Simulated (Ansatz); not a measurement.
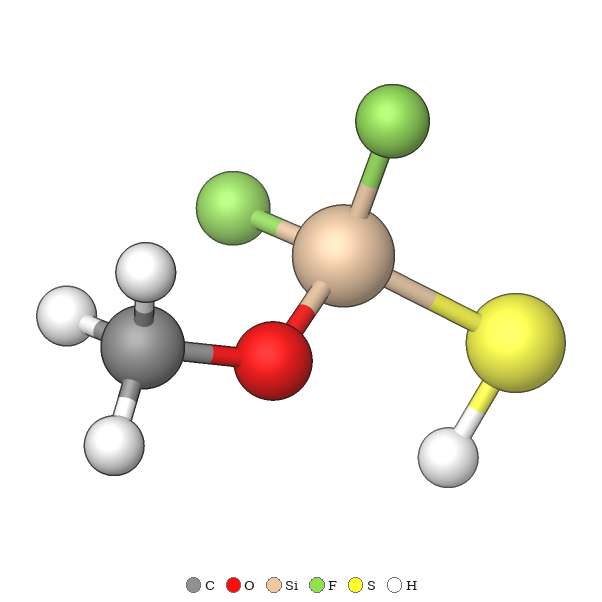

Rendered structure (ball-and-stick style).

Identify the structure.

The molecule is CH4F2OSSi. SMILES: `CO[Si](F)(F)S`. It has no ring. Among its groups: Si–O bond. The point group is C1. Coordination: 1 C tetrahedral; 1 O bent; 1 Si tetrahedral; 1 S bent.

The parts below concern this one geometry. Atoms keep their numbers from picture to picture. Computed geometry: PBE0-D4/def2-TZVP optimisation.

## Electronic properties

Level of theory: RKS B97M-V/def2-TZVPP (Ansatz 0.2.0).

**Give the HOMO energy (Kohn–Sham orbital) at this level.**

−7.19 eV.

**Give the LUMO energy (Kohn–Sham orbital) at this level.**

−0.53 eV.

## Vibrations

Harmonic vibrations computed with RKS PBE0-D4/def2-TZVP (Ansatz 0.2.0) at a stationary point of the same level.

**How many vibrational modes are there, and where do they lie?**

24 modes: 62, 79, 116, 151, 199, 227, 330, 337, 367, 569, 740, 810, 918, 958, 1156, 1183, 1221, 1483, 1497, 1501, 2712, 3044, 3118, 3143 cm⁻¹.

## Charges

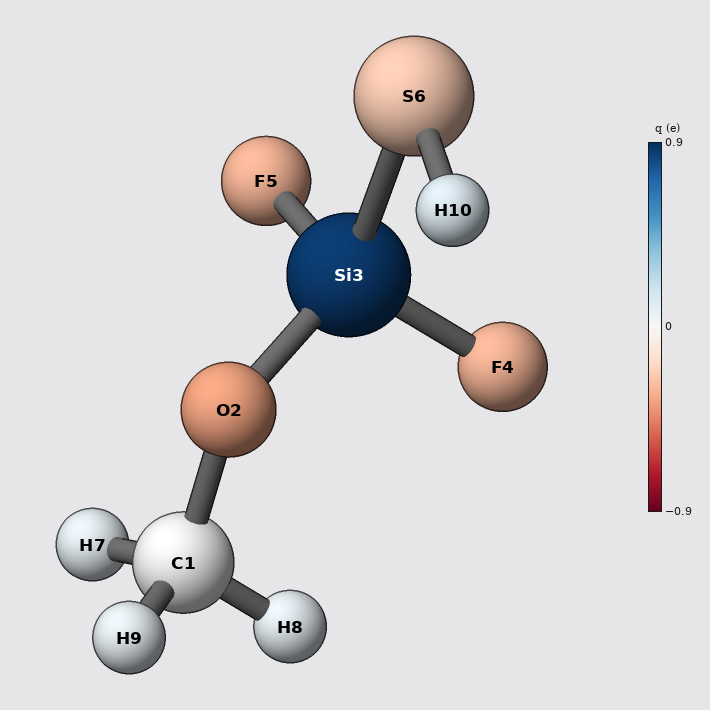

Atoms are coloured by their Mulliken charges. Properties computed with RKS r2SCAN-D4/def2-TZVPP (Ansatz 0.2.0).

**Which atom carries the highest charge (most positive or least negative)?**

Si3 (0.86 e).

**And the lowest?**

O2 (−0.36 e).

List the Mulliken charges.

```
atom  value (e)
  C1       0.00
  O2      −0.36
 Si3       0.86
  F4      −0.30
  F5      −0.30
  S6      −0.23
  H7       0.07
  H8       0.07
  H9       0.07
 H10       0.12
```

## Dipole moment

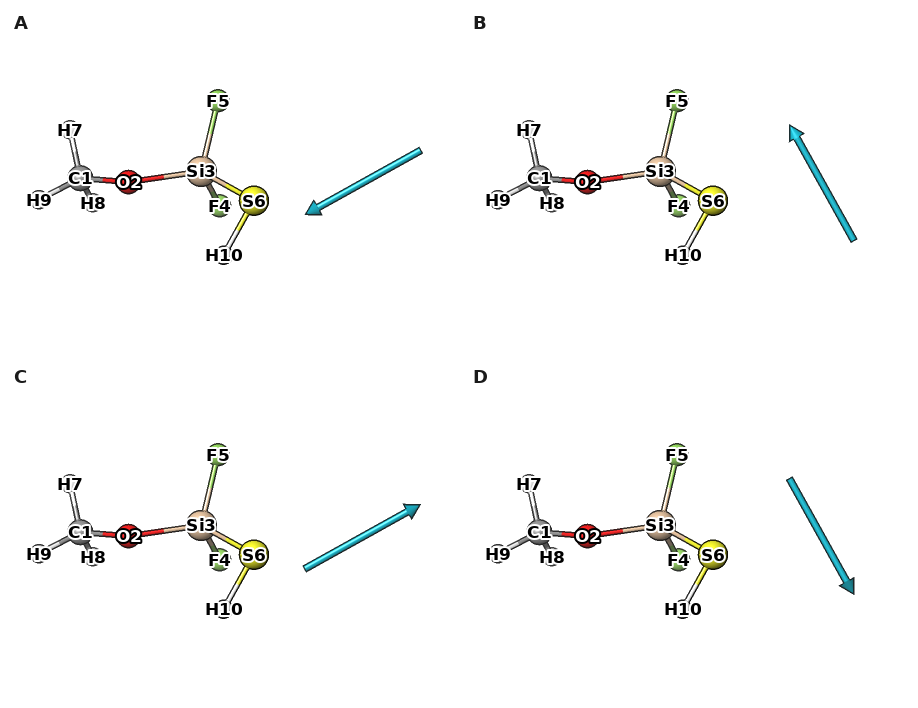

The same molecule four times, each with an arrow. Level of theory: RKS PBE0-D4/def2-TZVP (Ansatz 0.2.0).

**Which arrow points along the dipole moment, from the negative to the positive end?**

A. The dipole moment is 2.28 D; it points from the side of F5 to the side of H9 (the outermost atoms at the two ends).

Mulliken values depend strongly on the basis set and can even reverse the polarity of a bond.
